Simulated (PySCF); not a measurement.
# One shape, several levels: H3O+ (oxonium)

Aim: a comparison of 5 runs (BCCD(T)/6-31G, CCSDT(Q)/6-31G, CCSDTQ/6-31G, NEVPT2(2,2)/6-31G, QCISD(T)/6-31G) of H3O+ (oxonium). Input form: a Python script.

Program for the calculation: PySCF 2.14.0.

5 further runs of the same task are left out: 5 set aside as unsound or not needed.

### 1 The structure to begin with

H3O+ has 4 atoms, charge +1, and is taken as a singlet. As SMILES, `[OH3+]`. The coordinates come from a GFN2-xTB relaxation.

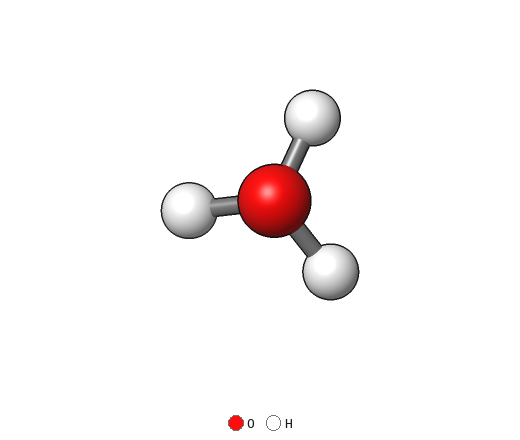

Viewed from a chosen angle; oxygen red, hydrogen white.

### 2 The energy at BCCD(T)/6-31G (run 1)

input.py

```python
from pyscf import gto, scf, cc
from pyscf.cc.bccd import bccd_kernel_

system = gto.M(
    atom='O 0.196050 -0.061020 -0.056900; H 0.214230 0.919440 0.016470; H -0.413410 -0.366620 -0.765680; H 0.003130 -0.491800 0.806120',
    max_memory=1860,
    verbose=4,
    basis='6-31g',
    charge=1,
)

mf = scf.RHF(system)
mf.conv_tol = 1e-10
mf.kernel()
if not mf.converged:
    mf = mf.newton().run(mf.mo_coeff, mf.mo_occ)

mycc = cc.CCSD(mf, frozen=1).run()
mycc = bccd_kernel_(mycc, diis=True)
e_t = mycc.ccsd_t()
etot = mycc.e_tot + e_t
print('Final energy', etot)
```

Started as:

```console
$ OMP_NUM_THREADS=1 python input.py
```

Standard output:

```text
PySCF version 2.14.0

[... 54 lines left out ...]
converged SCF energy = -76.266771867587
[... 12 lines left out ...]
Init t2, MP2 energy = -76.3967653557679  E_corr(MP2) -0.129993488180859
[... 10 lines left out ...]
CCSD converged
[... 24 lines left out ...]
CCSD converged
[... 21 lines left out ...]
CCSD converged
[... 18 lines left out ...]
CCSD converged
[... 3 lines left out ...]
Final energy -76.40577497722194
```

It took 0.66 s on 1 thread of Arm Neoverse V2, shared host; peak memory 0.1 GiB.

### 3 A single-point energy at CCSDT(Q)/6-31G (run 2)

calc.py

```python
# [OH3+]
from pyscf import gto, scf, cc

mol = gto.Mole()
mol.atom = 'O 0.196050 -0.061020 -0.056900; H 0.214230 0.919440 0.016470; H -0.413410 -0.366620 -0.765680; H 0.003130 -0.491800 0.806120'
mol.charge = 1
mol.max_memory = 1860
mol.basis = '6-31g'
mol.verbose = 4
mol.build()

calc0 = scf.RHF(mol)
calc0.conv_tol = 1e-10
calc0.kernel()
if not calc0.converged:
    calc0 = calc0.newton().run(calc0.mo_coeff, calc0.mo_occ)

mycc = cc.CCSDT(calc0, frozen=1)
mycc.kernel()
e_bracket, e_q = mycc.ccsdt_q()
etot = mycc.e_tot + e_q
print(f'total energy: {etot:.8f} hartree')
```

Started as:

```console
$ OMP_NUM_THREADS=1 python calc.py
```

Standard output:

```text
PySCF version 2.14.0

[... 71 lines left out ...]
WARN: A large `blksize` is being used, which may cause large memory consumption
[... 7 lines left out ...]
WARN: A large `blksize_oooo` is being used, which may cause large memory consumption
[... 22 lines left out ...]
RCCSDT converged
[... 5 lines left out ...]
total energy: -76.40629687 hartree
```

Run time: 0.76 s. Hardware: 1 thread of Arm Neoverse V2, shared host; peak memory 0.11 GiB.

Run 3 isn't shown in full; the table further down has it.

### 4 A single-point energy at NEVPT2(2,2)/6-31G (run 4)

run.py

```python
import numpy
from pyscf import gto, scf, mp, mcscf, mrpt

mol = gto.Mole()
mol.atom = '''
O    0.196050  -0.061020  -0.056900
H    0.214230   0.919440   0.016470
H   -0.413410  -0.366620  -0.765680
H    0.003130  -0.491800   0.806120
'''
mol.charge = 1
mol.verbose = 3
mol.basis = '6-31g'
mol.max_memory = 1860
mol.build()

calc0 = scf.RHF(mol)
calc0.conv_tol = 1e-10
calc0.kernel()
if not calc0.converged:
    calc0 = calc0.newton().run(calc0.mo_coeff, calc0.mo_occ)

pt = mp.MP2(scf.addons.convert_to_uhf(calc0)).run()
noons, natorbs = mcscf.addons.make_natural_orbitals(pt)
print('natural occupations', numpy.round(noons[:40], 4))
cas = mcscf.CASSCF(calc0, 2, 2)
cas.fix_spin_(ss=0.0)
cas.natorb = True
cas.kernel(natorbs)
e_pt2 = mrpt.NEVPT(cas).kernel()
energy = cas.e_tot + e_pt2
print('E = %.10f Eh' % energy)
```

Started as:

```console
$ OMP_NUM_THREADS=1 python run.py
```

Standard output:

```text
converged SCF energy = -76.266771867587
E(UMP2) = -76.3978419420073  E_corr = -0.131070074420289
E(SCS-UMP2) = -76.3983023553962  E_corr = -0.131530487809146
natural occupations [2.0000e+00 1.9895e+00 1.9816e+00 1.9774e+00 1.9774e+00 1.9800e-02
 1.9800e-02 1.7500e-02 1.1400e-02 2.0000e-03 2.0000e-03 1.3000e-03
 2.0000e-04 2.0000e-04 1.0000e-04]
CASSCF energy = -76.2867489613661
CASCI E = -76.2867489613661  E(CI) = -3.27083552512771  S^2 = 0.0000000
Sr    (-1)',   E = -0.00000000000123
Si    (+1)',   E = -0.00000000003545
Sijrs (0)  ,   E = -0.07229846873378
Sijr  (+1) ,   E = -0.00105465084429
Srsi  (-1) ,   E = -0.00950427879401
Srs   (-2) ,   E = -0.00143030588897
Sij   (+2) ,   E = -0.00039093651654
Sir   (0)' ,   E = -0.02918540731469
Nevpt2 Energy = -0.113864048128959
E = -76.4006130095 Eh
```

Wall time 0.7 s (1 thread of Arm Neoverse V2, shared host); peak memory 0.12 GiB.

### 5 A single-point energy at QCISD(T)/6-31G (run 5)

job.py

```python
from pyscf import gto, scf, cc

mol = gto.M(
    atom='''
O      0.370481    -0.115311    -0.107525
H      0.404836     1.737490     0.031124
H     -0.781232    -0.692811    -1.446925
H      0.005915    -0.929367     1.523346
''',
    unit='bohr',
    basis='6-31g',
    max_memory=1860,
    verbose=3,
    charge=1,
)

hf = scf.RHF(mol)
hf.conv_tol = 1e-10
hf.kernel()
if not hf.converged:
    hf = hf.newton().run(hf.mo_coeff, hf.mo_occ)

mycc = cc.QCISD(hf, frozen=1)
mycc.kernel()
e_t = mycc.qcisd_t()
etot = mycc.e_tot + e_t
print(f'total energy: {etot:.8f} hartree')
```

Started as:

```console
$ OMP_NUM_THREADS=1 python job.py
```

Standard output:

```text
converged SCF energy = -76.2667718592138
E(QCISD) = -76.40488613504203  E_corr = -0.1381142758282338
QCISD(T) correction = -0.0009410425426464
total energy: -76.40582718 hartree
```

Wall time 0.52 s (1 thread of Arm Neoverse V2, shared host); peak memory 0.1 GiB.

### 6 Overview of the runs

```
run              level  frozen core orbitals      active selection  energy (Eh)  correlation energy (mEh)  wall time
  1      BCCD(T)/6-31G                     1                     –   -76.405775                    -139.0     0.66 s
  2     CCSDT(Q)/6-31G                     1                     –   -76.406297                    -139.5     0.76 s
  3       CCSDTQ/6-31G                     1                     –   -76.406274                    -139.5       36 s
  4  NEVPT2(2,2)/6-31G                     –  mp2 natural orbitals   -76.400613                         –      0.7 s
  5     QCISD(T)/6-31G                     1                     –   -76.405827                    -139.1     0.52 s
```

### 7 What came out

| quantity | value |
| --- | --- |
| run 5: total energy | -76.40583 Eh |
| run 5: HOMO energy (Hartree–Fock orbitals) | -25.83 eV |
| run 5: LUMO energy (Hartree–Fock orbitals) | -3.30 eV |
| run 5: HOMO–LUMO gap (Hartree–Fock orbitals) | 22.54 eV |
| run 5: correlation energy (1 core orbital frozen) | -139.1 mEh |
| run 5: (T) correction | -0.94 mEh |
| run 5: T1 diagnostic | 0.008 |

All runs together took 39 s, the longest 36 s.
